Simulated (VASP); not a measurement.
Band structure of HgS (zinc blende). Level of theory: PBEsol GGA with spin-orbit coupling, VASP's PBE PAW potentials (set 64) (plane waves; VASP 6.6.1).

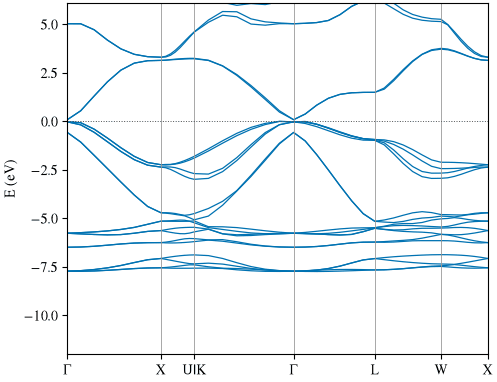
Fig. 1. Bands along high-symmetry lines, zero at the valence-band maximum or, without a gap, the Fermi level

Task: Read the plot: is there a gap, and where are the band edges?

Result: The gap is indirect, 0.09 eV, from the valence maximum at K-Γ at 0.86 to the conduction minimum at Γ.

The compound is HgS in the zinc blende structure, metacinnabar; cinnabar is the stable form. It was relaxed first.
